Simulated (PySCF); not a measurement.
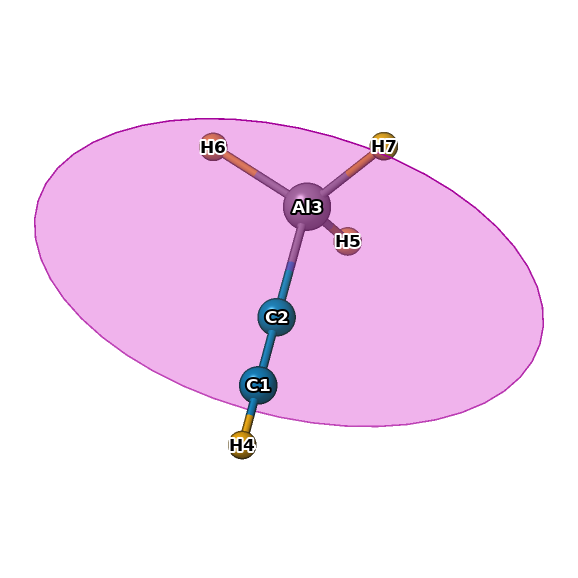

A disc through the centre of mass is drawn in. Depth is shown by fading: the farther an atom, the more it takes the colour of the background. State: charge −1, singlet. Computed geometry: PBE0-D3(BJ)/def2-SVP optimisation. No frequency run is at hand to confirm it as a minimum.

Is the plane of the disc a mirror plane of the structure?

Answer. No. The point group is C3v, with 1 C3 axis and 3 mirror planes, and this plane isn't one of its mirror planes.
